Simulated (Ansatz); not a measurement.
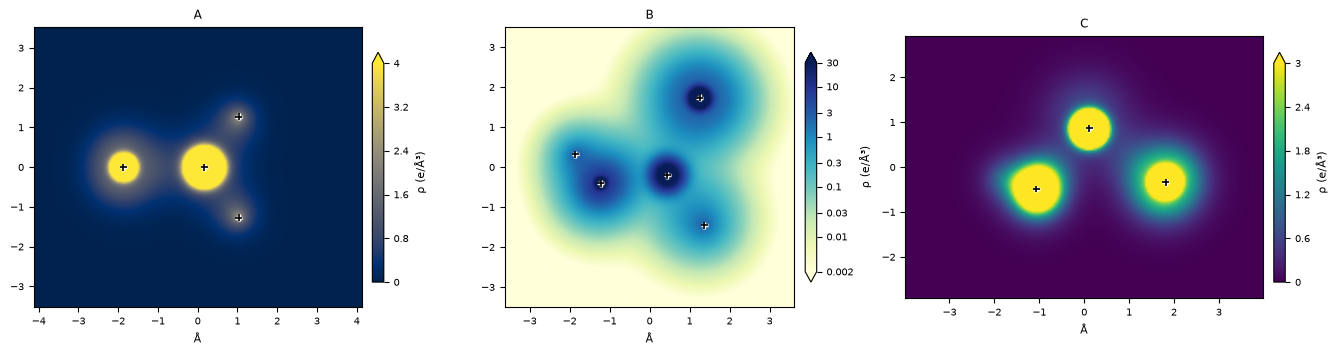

The total electron density of 3 systems, each on a plane through atoms (crosses mark nuclei in the plane).

All numbers below come from RKS PBE0-D4/def2-TZVPP in Ansatz 0.2.0.

System 1: GeH2S···HF, the plane of atoms H5, Ge1 and H6. The product side of a reaction path; geometry: PBE0-D4/def2-TZVP.

```yaml
atoms:
  - { symbol: Ge, position_ang: [-0.7385, 0.0820, 0.1450] }
  - { symbol: F, position_ang: [1.5762, -0.2490, 0.3505] }
  - { symbol: S, position_ang: [-0.4189, 0.2652, -1.8712] }
  - { symbol: H, position_ang: [1.4822, -0.1313, -0.5893] }
  - { symbol: H, position_ang: [-0.7840, 1.2681, 1.1225] }
  - { symbol: H, position_ang: [-1.1170, -1.2351, 0.8424] }
```

System 2: ClHOSi···HCl, the plane of atoms O2, Si1 and Cl5. A transition-state structure; geometry: PBE0-D4/def2-TZVP.

| atom | x (Å) | y (Å) | z (Å) |
| --- | --- | --- | --- |
| Si | 1.1280 | 0.3707 | 0.0465 |
| O | -0.0666 | -0.9110 | -0.3225 |
| H | -0.9585 | 0.0914 | -0.3767 |
| Cl | -1.1474 | 1.5324 | -0.2724 |
| Cl | 0.9805 | 0.2247 | 2.1167 |
| H | 0.0640 | -1.3082 | -1.1916 |

System 3: AlClH2O, the molecular plane. The reactant side of a reaction path; geometry: PBE0-D4/def2-TZVP.

```xyz
5

Al   -0.2581   -0.4137    0.0255
O     0.3556    0.8554   -0.8951
H    -1.1122   -1.5224   -0.6714
Cl    0.1299   -0.4887    2.0839
H     0.8848    1.5694   -0.5429
```

> Which map belongs to which system?

Panel A is system 1, GeH2S···HF: the plane holds Ge, S and H. Ge–S (2.05 Å): ρ is about 0.93 e/Å³ halfway. Panel B is system 3, AlClH2O: the plane holds Al, O, H and Cl. Al–O (1.68 Å): the density is about 0.94 e/Å³ at the midpoint. Panel C is system 2, ClHOSi···HCl: the plane holds Si, O and Cl. Si–O (1.79 Å): ρ is about 0.88 e/Å³ halfway.
